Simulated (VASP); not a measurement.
Band structure of Ag₂Al₂ (ordered alloy cell). All values below come from PBEsol GGA, VASP's PBE PAW potentials (set 64) (plane waves; VASP).

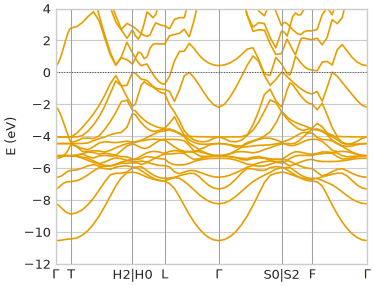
Bands along high-symmetry lines, zero at the valence-band maximum or, without a gap, the Fermi level

Problem. Read the plot: is there a gap, and where are the band edges?

Solution. It has no gap at this level: it comes out as a metal or semimetal. (Edges off the drawn lines would not show.)

The structure was generated: Ag2Al2 was put into an ordered model structure (R-3m), which need not be its known phase. It was relaxed first.
